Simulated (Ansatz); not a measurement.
## Electronic structure of C$_{2}$H$_{7}$BFNOSi (SMILES COC(=N)B[SiH2]F) in real space

Input

```
crystal:
  periodic: [false, false, false]
  atoms:
    - { symbol: C, position_ang: [-2.6474, 0.7432, -0.4921] }
    - { symbol: O, position_ang: [-1.5481, 0.0094, -0.8185] }
    - { symbol: C, position_ang: [-0.3829, 0.0923, -0.1076] }
    - { symbol: "N", position_ang: [-0.1723, 0.9077, 0.9149] }
    - { symbol: B, position_ang: [0.8475, -0.8305, -0.5663] }
    - { symbol: Si, position_ang: [2.5744, -0.8339, 0.3464] }
    - { symbol: F, position_ang: [2.3962, -1.3282, 1.9548] }
    - { symbol: H, position_ang: [-3.4674, 0.5614, -1.228] }
    - { symbol: H, position_ang: [-2.4549, 1.8872, -0.5412] }
    - { symbol: H, position_ang: [-3.0416, 0.5551, 0.548] }
    - { symbol: H, position_ang: [0.6124, 0.9926, 1.5103] }
    - { symbol: H, position_ang: [0.7154, -1.5233, -1.4656] }
    - { symbol: H, position_ang: [3.4169, -1.7706, -0.3535] }
    - { symbol: H, position_ang: [3.1388, 0.5083, 0.3273] }
basis:
  gaussian: { orbitals: def2-SVP }
hamiltonian:
  xc: b3lyp
  dispersion: d4
relax:
  f_tol: 0.015
  max_steps: 40
output:
  orbitals: {}
```

Command:

```sh
ansatz run input.yaml --threads 2 --pin off --max-ram 3072MiB --backend cpu --events-out ev --progress --plain --runs-dir out
```

The fields are those of the relaxed geometry.

All numbers below come from Ansatz 0.2.0, RKS B3LYP-D4/def2-SVP.

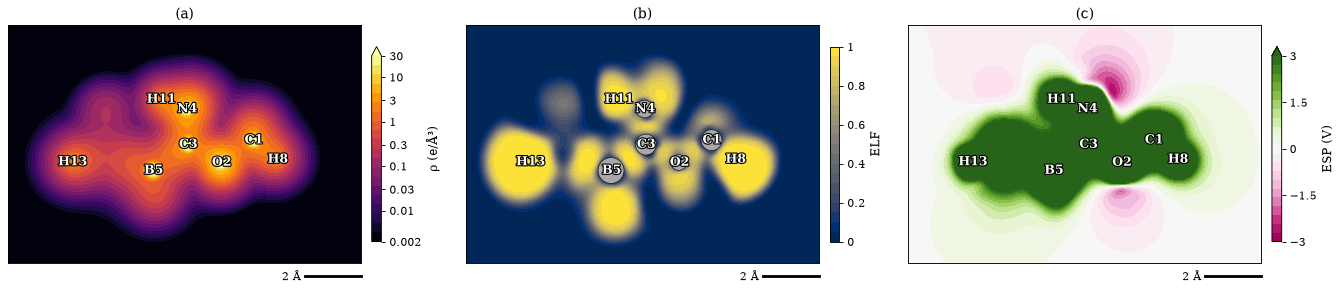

Figure 1. (a) total electron density; (b) electron localisation function; (c) molecular electrostatic potential on the plane of atoms C1, O2 and C3. Grey discs cover the atomic cores in the ELF map.

### Describe what can be read from this map.

Atoms in the plane: C, O, N, B and H.
C–N (1.28 Å): ρ is about 2.8 e/Å³ halfway; the ELF peaks at about 0.90 between the atoms; localised, covalent bonding.
C–O (1.35 Å): the density is about 2.4 e/Å³ at the midpoint, with its minimum of 2 e/Å³ about 0.5 Å from C; the ELF peaks at about 0.90 between the atoms: a shared but strongly polarised pair.
C–B (1.57 Å): the density is about 1.5 e/Å³ at the midpoint; the ELF peaks at about 1 between the atoms: localised, covalent bonding.
N–H (1.02 Å): the density is about 2.8 e/Å³ at the midpoint; the ELF climbs to about 1 towards the hydrogen, as it does in any bond to H; an ordinary covalent bond to hydrogen.
C–O (1.42 Å): the density is about 2 e/Å³ at the midpoint, with its minimum of 1.7 e/Å³ about 0.5 Å from C; the ELF peaks at about 0.90 between the atoms; a polar covalent bond.
The ELF also peaks beside O2 and N4, away from the bonds: lone-pair regions.
Outside the dense part of the molecule the potential is most negative (−2.6 V) near N4.

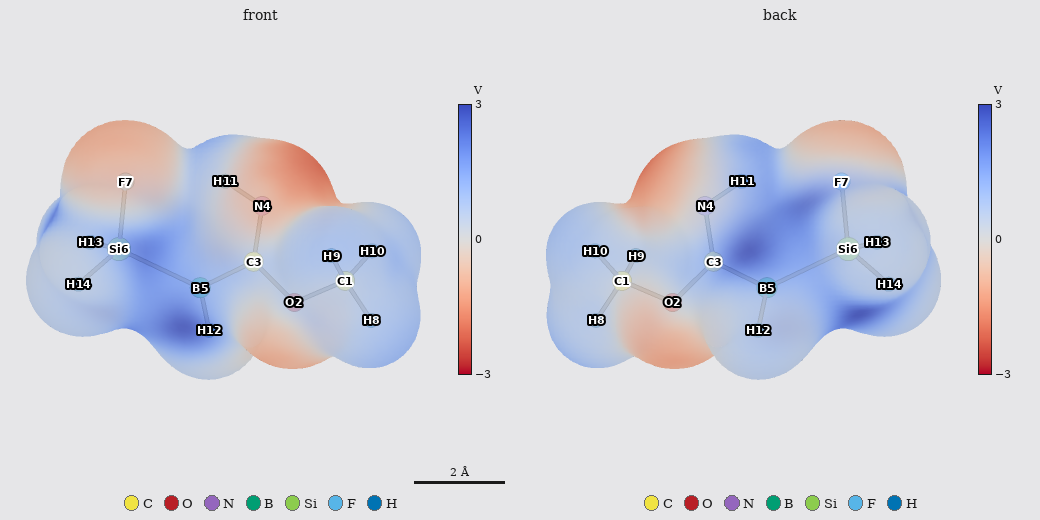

Figure 2. The electrostatic potential painted on the density surface at 0.004 e/bohr³, seen from the front and from behind; red is negative and blue positive.

### Which sites attract a positive test charge, and which a negative one?

A positive charge is drawn to the negative regions and a negative charge to the positive ones. The most negative region (about −1.9 V) lies over N4, the most positive (about +2.8 V) over B5 and Si6. N4 is the likeliest acceptor of a hydrogen bond.

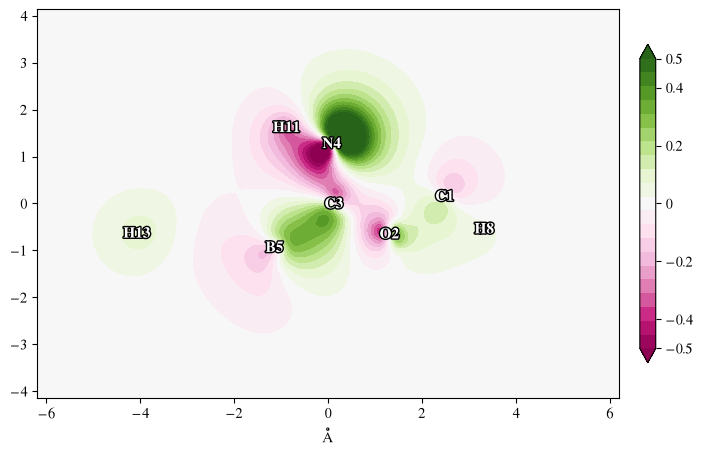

Figure 3. One frontier orbital on the plane of atoms C1, O2 and C3 (values in Å⁻³ᐟ²; the overall sign is arbitrary).

### Which orbital is it: HOMO or LUMO?

The HOMO, at −7.41 eV. It lies mainly on N4 (about 55 %), C3 (about 15 %), O2 (about 10 %) and B5 (about 10 %).
